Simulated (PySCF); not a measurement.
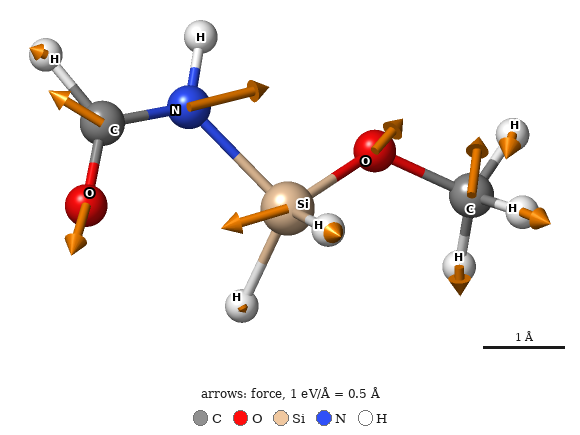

Starting geometry of C$_{2}$H$_{7}$NO$_{2}$Si with the computed forces as orange arrows. A ball-and-stick model, seen at a tilt.

The start comes from GFN2-xTB. Its atoms were then displaced at random by about 0.01 Å.

Method: PBE0-D3(BJ)/def2-SVP geometry optimisation, gas phase in PySCF 2.14.0, density-fitted response routines. 

Is this structure relaxed? If not, where do the atoms go?

It isn't relaxed: the largest force vector, on the N atom, is 2.37 eV/Å. The final displacements follow the starting forces only in part (cosine between the two patterns 0.35). Over 7 geometry steps the energy falls by 4.42 kcal/mol. The atom that moves furthest after the best rigid fit is an H atom (0.11 Å). By element the largest moves are H 0.11 Å, O 0.07 Å, C 0.06 Å, Si 0.05 Å, N 0.04 Å. Among the contacts that change: O–Si 1.610 → 1.662 Å, C–N 1.312 → 1.356 Å, H–Si 1.453 → 1.489 Å, C–H 1.075 → 1.106 Å. Bond angles that change, for instance: H–C–H 110.7° → 108.0°, N–Si–H 108.9° → 111.5°, Si–N–H 120.7° → 122.7°. Cost: 76 s on 1 thread of Arm Neoverse N1, on a shared host.
